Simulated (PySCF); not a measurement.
SMILES OB(O)[SiH2][SiH2]S at its GFN2-xTB optimised geometry (Å):

```
13

O      1.2558     1.8576    -1.6182
B      1.9025     0.7233    -1.2598
O      3.1135     0.4973    -1.8122
Si     1.2120    -0.6487     0.0000
Si    -1.1201    -0.6487     0.0000
S     -1.6724     1.4746     0.0000
H      0.3795     2.0355    -1.2640
H      3.4182     1.1755    -2.4198
H      1.5914    -0.3943     1.4083
H      1.6355    -2.0355    -0.2357
H     -1.9025    -1.1908     1.1108
H     -1.8275    -1.0461    -1.2157
H     -1.1536     1.7623     1.1844
```

Level of theory: PBE/def2-TZVP (PySCF). Cells within 0.4 Å of a nucleus heavier than hydrogen are left out (blank, or x).

Map of the electrostatic potential (hartree/e), clipped to [-0.08, 0.12] on the plane z = 0.0 Å:

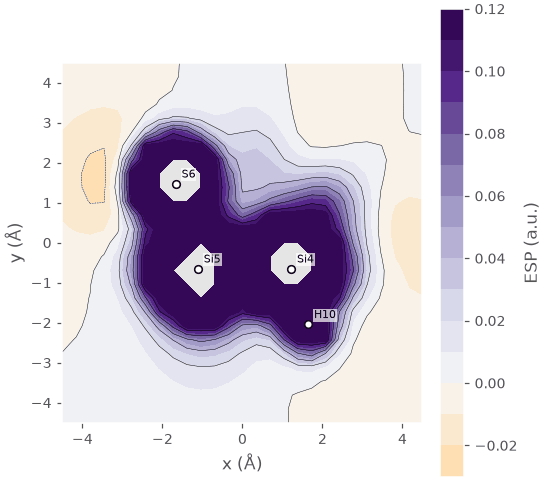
Figure: Electrostatic potential (hartree/e), clipped to [-0.08, 0.12] on the plane z = 0.0 Å.
